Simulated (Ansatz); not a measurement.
# GeH2SO (SMILES [OH][Ge][SH]) at CCSD(T)/def2-SVPD

Aim: the vertical ionisation energy of GeH2SO at CCSD(T)/def2-SVPD, from 2 runs. 

Program for the calculation: Ansatz 0.2.0.

50 further runs of the same task are left out: 50 set aside as unsound or not needed. Runs told in other sessions of the task aren't counted.

**1. Starting point**

GeH2SO has 5 atoms, charge 0, and is taken as a singlet. SMILES: `[OH][Ge][SH]`. The coordinates come from a PBE0-D4/def2-TZVP relaxation. This is one conformer, not always the lowest.

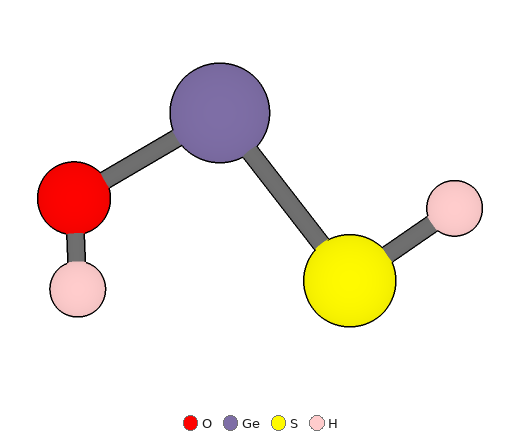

Viewed from a chosen angle; oxygen red, germanium purple, sulfur yellow, hydrogen pink.

**2. The energy at CCSD(T)/def2-SVPD**

molecule.yaml

```yaml
crystal:
  periodic: [false, false, false]
  atoms:
    - symbol: O
      position_ang: [-1.346000, -1.001300, 0.399800]
    - symbol: Ge
      position_ang: [-0.897400, 0.628900, -0.164200]
    - symbol: S
      position_ang: [1.343300, 0.336500, -0.206300]
    - symbol: H
      position_ang: [-0.632500, -1.625200, 0.561400]
    - symbol: H
      position_ang: [1.582700, 1.587400, -0.632100]
basis:
  gaussian: {orbitals: def2-SVPD}
magnetization: {spin_polarized: false, initial_magnetization: 0}
correlation: {method: ccsd_t, frozen_orbitals: {Ge: 9, H: 0, O: 1, S: 5}}
accuracy: high
scf: {omitted_lower_state_checks: [cluster_reference, increment]}
```

Command:

```
$ ansatz run molecule.yaml --threads 1 --pin off --max-ram 2610MiB --events-out events.jsonl --progress --plain --runs-dir runs
```

The program printed (excerpt; [...] marks lines left out):

```text
Warning: RAYON_NUM_THREADS=1 ignored (pool sized by the plan → 1); use --threads N
Functional definition: HF
  name "HF"
[...]
1966 factors; integrals over basis functions are off by at most 4.4e-9 eV
[...]
mean field -69349.28139376 eV, -2548.5390845893 hartree, gradient 5.3e-8 eV, S^2 0.000000; 0 other end points of the search recorded, 0 dependent functions left out
15 core orbitals not correlated: weight in the atoms' cores, before any rotation towards them, 1.000 or more for the frozen orbitals, at most 0.000 for the correlated occupied ones
reference -69349.28139376 eV, -2548.5390845893 hartree; 14, 14 occupied and 75, 75 virtual orbitals, 1966 factors
second order -15.19260922 eV of doubles, -0.00000000 eV of singles
cycle   1  -15.08622754 eV  change    1.1e-1 eV  update   1.1e-1
[...]
cycle  22  -15.64320608 eV  change   9.2e-10 eV  update   2.6e-9
perturbative correction -0.54568141 eV, -0.0200534218 hartree
Total energy: -69365.47028124 eV, -2549.1340152311 hartree
Checks for a lower state left out: cluster_reference, increment
```

Run time: 41 s. Hardware: 1 thread of Arm Neoverse V2, shared host; peak memory 0.67 GiB.

**3. The doublet cation**

input.yaml

```yaml
crystal:
  periodic: [false, false, false]
  atoms:
    - {symbol: O, position_ang: [-1.346000, -1.001300, 0.399800]}
    - {symbol: Ge, position_ang: [-0.897400, 0.628900, -0.164200]}
    - {symbol: S, position_ang: [1.343300, 0.336500, -0.206300]}
    - {symbol: H, position_ang: [-0.632500, -1.625200, 0.561400]}
    - {symbol: H, position_ang: [1.582700, 1.587400, -0.632100]}
basis:
  gaussian:
    orbitals: def2-SVPD
total_charge: 1
magnetization:
  spin_polarized: true
  initial_magnetization: 1
correlation:
  method: ccsd_t
  frozen_orbitals: {Ge: 9, H: 0, O: 1, S: 5}
accuracy: high
scf:
  omitted_lower_state_checks: [cluster_reference, increment]
```

Command:

```
$ ansatz run input.yaml --threads 1 --pin off --max-ram 2610MiB --events-out events.jsonl --progress --plain --runs-dir runs
```

The program printed (excerpt; [...] marks lines left out):

```text
Warning: RAYON_NUM_THREADS=1 ignored (pool sized by the plan → 1); use --threads N
[... 2 set-up lines as earlier in the session ...]
[...]
1965 factors; integrals over basis functions are off by at most 4.4e-9 eV
[...]
mean field -69340.49183683 eV, -2548.2160743301 hartree, gradient 2.3e-8 eV, S^2 0.802831; 7 other end points of the search recorded, 0 dependent functions left out
15 core orbitals not correlated: weight in the atoms' cores, before any rotation towards them, 1.000 or more for the frozen orbitals, at most 0.000 for the correlated occupied ones
reference -69340.49183683 eV, -2548.2160743301 hartree; 14, 13 occupied and 75, 76 virtual orbitals, 1965 factors
second order -14.43866052 eV of doubles, -0.00000000 eV of singles
cycle   1  -14.32452368 eV  change    1.1e-1 eV  update   1.2e-1
[...]
cycle  31  -14.94015358 eV  change   -1.1e-9 eV  update   2.8e-9
perturbative correction -0.54113215 eV, -0.0198862398 hartree
Total energy: -69355.97312256 eV, -2548.7850010871 hartree
Checks for a lower state left out: cluster_reference, increment
```

Wall time 3.1 min (1 thread of Arm Neoverse V2, shared host); peak memory 1.4 GiB.

**4. What came out**

At CCSD(T)/def2-SVPD, 15 core orbitals frozen:

| quantity | value |
| --- | --- |
| singlet GeH2SO: total energy | -2549.13402 Eh |
| singlet GeH2SO: correlation energy (15 core orbitals frozen) | -594.9 mEh |
| singlet GeH2SO: (T) correction | -20.05 mEh |
| singlet GeH2SO: T1 diagnostic | 0.015 |
| doublet cation: total energy | -2548.78500 Eh |
| doublet cation: correlation energy (15 core orbitals frozen) | -568.9 mEh |
| doublet cation: (T) correction | -19.89 mEh |
| doublet cation: ⟨S²⟩ of the reference determinant | 0.803 |
| doublet cation: T1 diagnostic | 0.021 |
| vertical ionisation energy (to the doublet cation) | 9.497 eV |

In words: Removing an electron at fixed nuclei costs 9.50 eV (916 kJ/mol). The triples (singlet GeH2SO) make up 3.4 % of the correlation energy. The triples (doublet cation) make up 3.5 % of the correlation energy.
